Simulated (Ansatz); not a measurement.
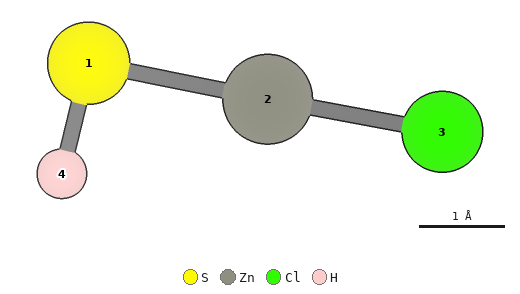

*The structure as given in the input (ball-and-stick view, seen on its broad side; atoms are numbered from 1 in the order of the input). Sticks mark near contacts.*

Bond lengths as drawn: Cl–Zn 2.10 Å, H–S 1.35 Å and S–Zn 2.15 Å.

# ZnHSCl: single-point calculation

The run: single-point calculation of ZnHSCl, SMILES [SH][Zn][Cl]. Method and program: RKS CAM-B3LYP-D4/def2-TZVPP (Ansatz 0.2.0).

The geometry comes from this level: PBE0-D4/def2-TZVP.

**Log**
```
Functional definition: CAM-B3LYP
  name "CAM-B3LYP"
  cite "Yanai, Tew & Handy, Chem. Phys. Lett. 393, 51 (2004) doi:10.1016/j.cplett.2004.06.011"
  cite "Iikura, Tsuneda, Yanai & Hirao, J. Chem. Phys. 115, 3540 (2001) doi:10.1063/1.1383587"
  cite "Becke, Phys. Rev. A 38, 3098 (1988) doi:10.1103/PhysRevA.38.3098"
  cite "Lee, Yang & Parr, Phys. Rev. B 37, 785 (1988) doi:10.1103/PhysRevB.37.785"
  cite "Vosko, Wilk & Nusair, Can. J. Phys. 58, 1200 (1980) doi:10.1139/p80-159"
  parameter alpha = 0.19
  parameter beta = 0.46
  parameter omega = 0.33/bohr
  parameter ac = 0.81
  # Exact exchange under (alpha + beta erf(omega r))/r, Becke's under what is left of 1/r.
  exchange = (1 - alpha - beta)*b88_x + beta*b88_x_sr(omega) + alpha*exact_x + beta*exact_x_lr(omega)
  correlation = (1 - ac)*vwn5_c + ac*lyp_c
1214 factors; their error is unknown
179 factors; integrals over basis functions are off by at most 6.9e-5 eV
mean field evaluation 1: about -71798.7768 eV, gradient 4.0e1 eV
mean field evaluation 2: about -71796.9590 eV, gradient 7.1e1 eV
mean field evaluation 4: about -71801.1133 eV, gradient 1.2e0 eV
mean field evaluation 8: about -71801.2023 eV, gradient 2.2e-2 eV
mean field -71801.20229060 eV, -2638.6455155766 hartree, gradient 3.9e-5 eV, S^2 0.000000; 0 other end points of the search recorded, 0 dependent functions left out
reference -71801.20240171 eV, -2638.6455196599 hartree; 32, 32 occupied and 130, 130 virtual orbitals, 1214 factors
Total energy: -71801.27684318 eV, -2638.6482553333 hartree
```

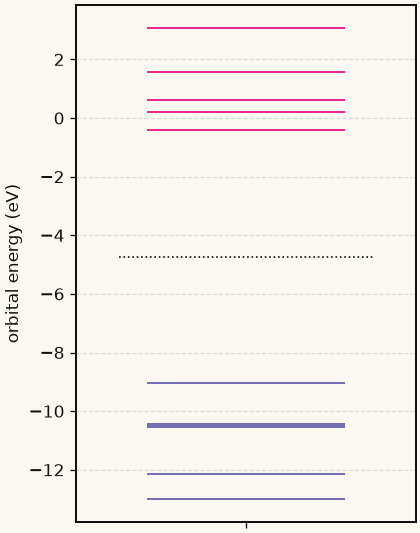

*Orbital energies near the frontier; the dotted line parts filled from empty levels, and levels within 0.02 eV of each other stand side by side.*

Highest filled −9.05 eV, lowest empty −0.40 eV, 8.65 eV apart.

This output came from the following input.

**Input**
```yaml
crystal:
  periodic: [false, false, false]
  atoms:
    - {symbol: S, position_ang: [-0.520342, 1.236021, -0.882898]}
    - {symbol: Zn, position_ang: [-0.030697, -0.669042, -0.008570]}
    - {symbol: Cl, position_ang: [0.430132, -2.537068, 0.821261]}
    - {symbol: H, position_ang: [0.176408, 1.909689, 0.049907]}
basis:
  gaussian: {orbitals: def2-TZVPP}
hamiltonian: {xc: {name: CAM-B3LYP}, dispersion: d4}
output: {orbitals: {seedname: orbitals}}
```

Launched with:
```bash
ansatz run in.yaml --threads 4 --pin off --events-out ev --progress --plain --max-ram 10444MiB
```

**Results in brief**

| quantity | value |
| --- | --- |
| outcome | converged |
| total energy | −71801.2768 eV |
| mean-field energy | −71801.2024 eV |
| dispersion energy | −0.0744 eV |
| SCF solution under orbital rotations | stable |
| HOMO | −9.05 eV |
| LUMO | −0.40 eV |
| hardware | 4 threads of Arm Neoverse V2, 23 GiB of memory available, shared host |
| wall time | 1.4 s (CPU time 5 s) |
| peak memory | 0.43 GiB |
